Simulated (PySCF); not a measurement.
Consider C$_{7}$H$_{14}$Si.

The calculation's input:

```
{"job": {"kind": "nmr", "xc": "PBE0", "basis": "pcSseg-1"}, "charge": 0, "multiplicity": 1}
C      3.026195    -1.431651    -0.065185
C      2.366182    -0.578402    -0.585105
C      1.551413     0.449263    -1.183631
Si     0.102423     0.962785    -0.032482
C      0.833624     1.720594     1.549649
C     -0.968594    -0.566334     0.389280
C     -1.492811    -1.259600    -0.866818
C     -2.135260    -0.193479     1.301618
H      3.617952    -2.178271     0.373399
H      2.178298     1.317870    -1.392930
H      1.169652     0.087479    -2.139679
H     -0.707670     1.958183    -0.762743
H      1.496537     2.548185     1.316939
H      0.059253     2.098060     2.209628
H      1.411684     0.984809     2.101968
H     -0.343875    -1.289620     0.925632
H     -0.671550    -1.618270    -1.482444
H     -2.096747    -0.575875    -1.460165
H     -2.113275    -2.114830    -0.600905
H     -1.777917     0.240056     2.232325
H     -2.731081    -1.073227     1.542859
H     -2.784842     0.531660     0.815588
```

Command:

```sh
OMP_NUM_THREADS=1 python probes_run.py task.json out
```

Geometry: GFN2-xTB.

Theory: PySCF, PBE0/pcSseg-1, SCF density, gas phase, non-relativistic.

### Predict the electron density and electron localisation function between the atoms.

C–C (1.20 Å): ρ is about 2.7 e/Å³ halfway; the ELF peaks at about 0.80 between the atoms: a short, multiple covalent bond.
C–Si (1.90 Å): ρ at the midpoint is about 0.92 e/Å³; the ELF peaks at about 0.95 between the atoms (localised, covalent bonding).
C–H (1.05 Å): the density is about 2.1 e/Å³ at the midpoint; the ELF climbs to about 1 towards the hydrogen, as it does in any bond to H: an ordinary covalent bond to hydrogen.

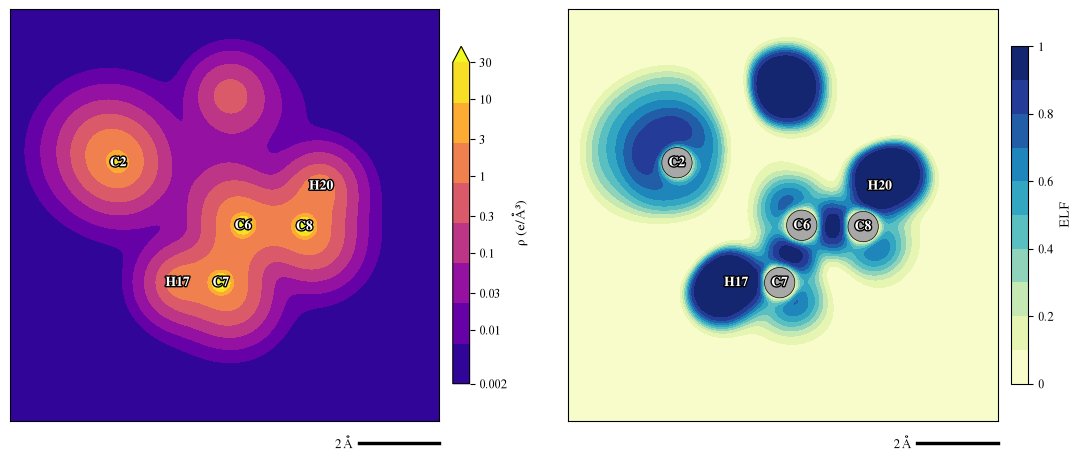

Computed electron density and electron localisation function on the plane of atoms C7, C6 and C8, in this order. Grey discs cover the atomic cores in the ELF map. 
